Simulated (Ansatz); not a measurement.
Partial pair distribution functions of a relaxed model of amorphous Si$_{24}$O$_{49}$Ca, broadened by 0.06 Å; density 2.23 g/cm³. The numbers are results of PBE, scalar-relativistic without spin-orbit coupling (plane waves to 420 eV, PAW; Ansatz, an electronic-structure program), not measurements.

Preparation: random packing, a CHGNet melt and quench, and a DFT relaxation. O atoms were pushed apart under 1.9 Å during the dynamics, to hinder bonds among them. The hot cell started wider than the set density and was brought back towards it in steps. It is the lowest in DFT energy of 2 quenches. It is a model cell: composition and starting density were chosen by hand, and all elements were melted together. No dispersion term was used. Its density started from a set value of 2.23 and ended at 2.23 g/cm³. The quench (nominally 320 K/ps over its main leg) was far faster than any real one, so the model tends to hold more defects than a real film. One small periodic cell is one sample of the glass; other quenches scatter about these values. The volume was held where the preparation left it, at a PBE pressure of -1.7 GPa (tension). Stress components on the final sampling reach 2.4 GPa.

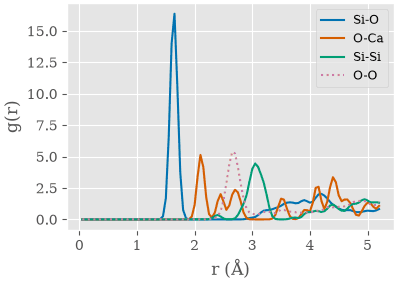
Figure. Partial pair distribution functions

Highest peaks under 4.5 Å: Si-O near 1.65 Å, O-Ca near 2.10 Å, Si-Si near 3.05 Å, O-O near 2.65 Å; pairs of few atoms are noisy.

Within 1.90 Å each Si has 4.00 O neighbours on average.
